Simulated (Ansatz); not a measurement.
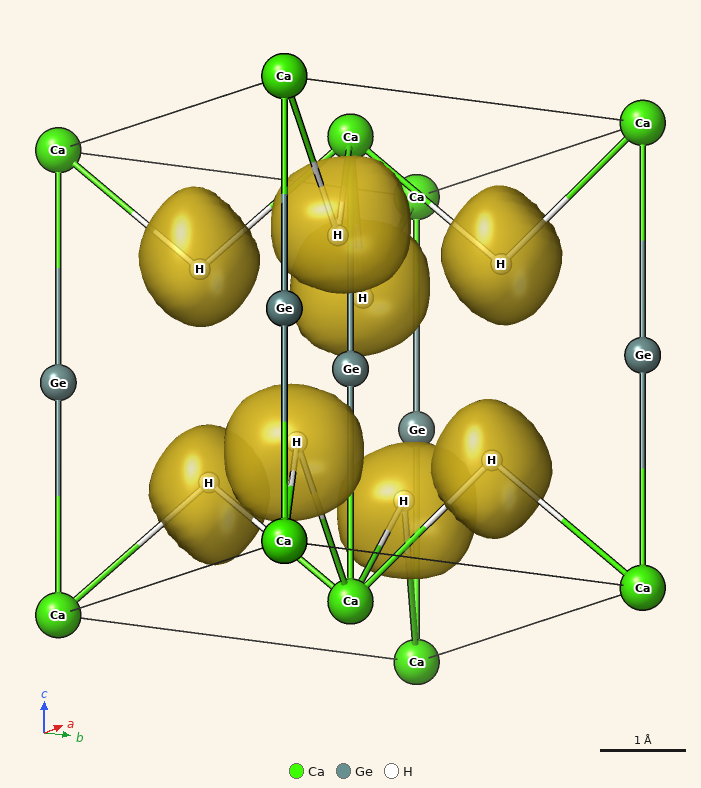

CaGeH₄. Isosurface of the ELF at 0.8 (yellow), seen at an oblique angle. Core shells and regions of very low density are left out. Sticks mark near contacts.

Space group P4/nbm; started from the KPrTe4_125 prototype, which need not be the ambient phase.

These are results of DFT PBE, scalar-relativistic, plane waves, PAW (Ansatz), not measurements.

Core electrons are frozen (PAW), and the valence fields are smoothed inside the atomic spheres.

> Identify the bonds, lone pairs and shells in this picture.

The surface consists of eight regions around hydrogen nuclei, counted in one cell of 12 atoms. Any copies at cell faces, edges or corners count once. Along the contacts the grid gives the following. Ca–H (2.37 Å): the ELF climbs to about 1 towards the hydrogen. Ca–Ge (2.80 Å): the ELF is about 0.15 at the midpoint (no localised pair shows between them).
